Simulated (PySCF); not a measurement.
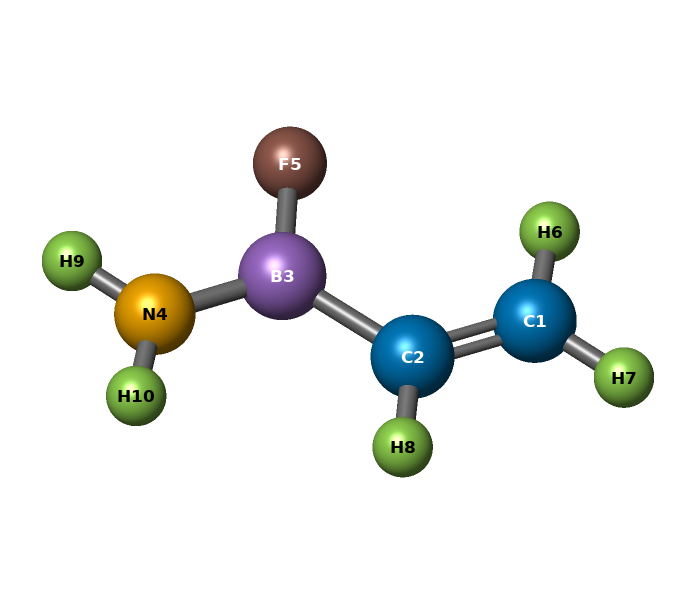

The computed structure is the end point of a GFN2-xTB optimisation. No frequency run is at hand to confirm it as a minimum. Method: delta-SCF UKS SCAN, pcX-2 on the ionised atom, pcseg-1 elsewhere, spin-free X2C (PySCF 2.14.0).

Give the core-electron binding energies (to vacuum) of C1 1s, C2 1s, B3 1s, N4 1s, F5 1s.

```csv
atom,level,binding energy (eV)
C1,1s,290.3
C2,1s,290.1
B3,1s,197.1
N4,1s,405.3
F5,1s,692.3
```

The geometry is semi-empirical. Around B such bond lengths and angles can be off by a tenth of an ångström or more and by several degrees, and values that hang on the shape move with them.
